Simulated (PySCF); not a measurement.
```xyz
23

C     3.7198   -0.5394   -0.1917
C     2.2411   -0.6429   -0.1016
C     1.2851    0.3522   -0.1423
N     0.1071   -0.2989   -0.0176
C    -1.2587    0.2007    0.0098
C    -1.8750   -0.2197    1.3470
C    -1.2750    1.7203   -0.1313
C    -2.0107   -0.4528   -1.1531
N     0.3323   -1.6026    0.0920
N     1.5921   -1.8176    0.0433
H     4.1782   -0.9483    0.7071
H     4.0178    0.5001   -0.3056
H     4.0831   -1.1127   -1.0428
H     1.3768    1.4114   -0.2468
H    -1.3426    0.2468    2.1734
H    -2.9183    0.0792    1.3917
H    -1.8075   -1.2987    1.4567
H    -2.3044    2.0684   -0.1071
H    -0.8340    2.0298   -1.0764
H    -0.7368    2.1946    0.6865
H    -1.5747   -0.1517   -2.1036
H    -1.9445   -1.5341   -1.0688
H    -3.0558   -0.1569   -1.1397
```

Geometry: GFN2-xTB.

These are results of PBE0/pcSseg-1, SCF density, gas phase, non-relativistic (PySCF 2.14.0), not measurements.

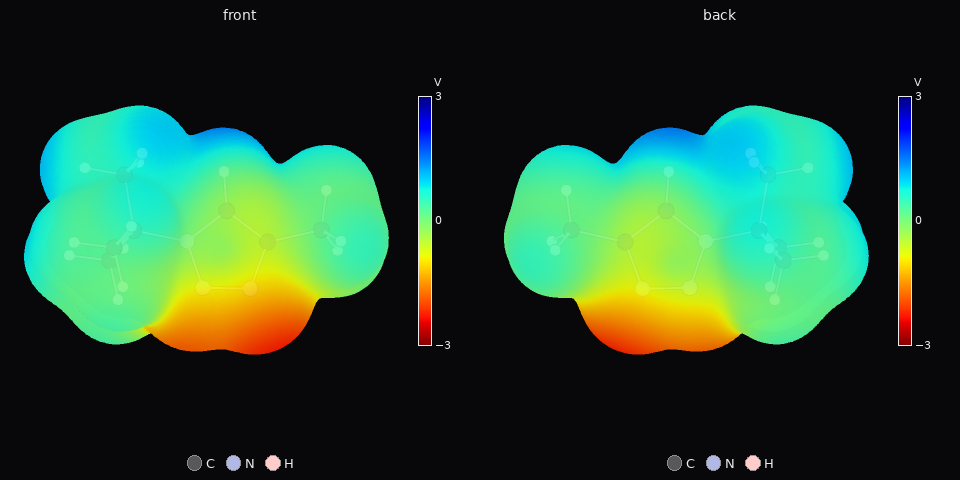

C7H13N3. The electrostatic potential painted on the density surface at 0.002 e/bohr³, seen from the front and from behind; the colour scale runs from red (negative) to blue (positive).

Describe the electrostatic potential map.

The most negative region (about −2.2 V, or −51 kcal/mol for a unit charge) lies over N10, the most positive (about +1.4 V, or +32 kcal/mol for a unit charge) over H14. N10 is the likeliest acceptor of a hydrogen bond.
